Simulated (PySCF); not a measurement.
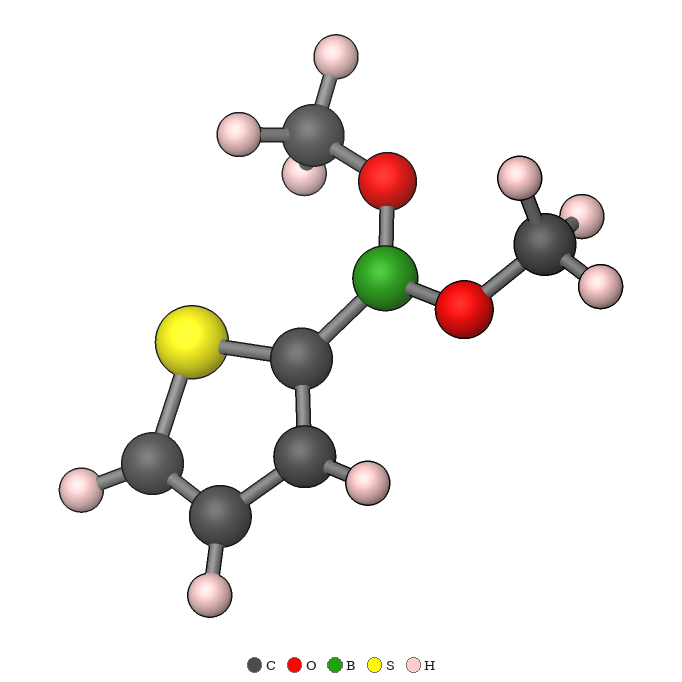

The computed structure is the end point of a PBE0-D3(BJ)/def2-SVP optimisation. No frequency run is at hand to confirm it as a minimum.

Give the structural formula.

SMILES: COB(OC)c1cccs1

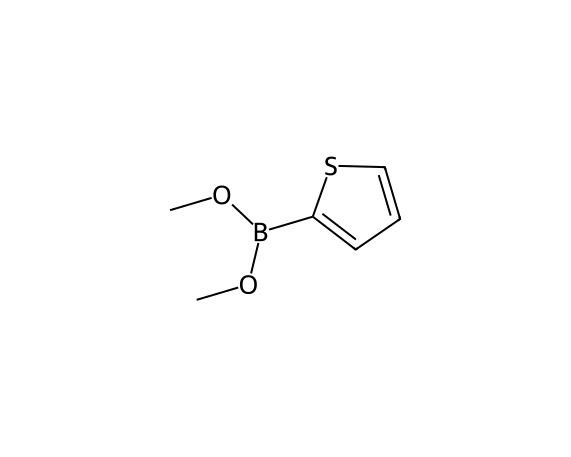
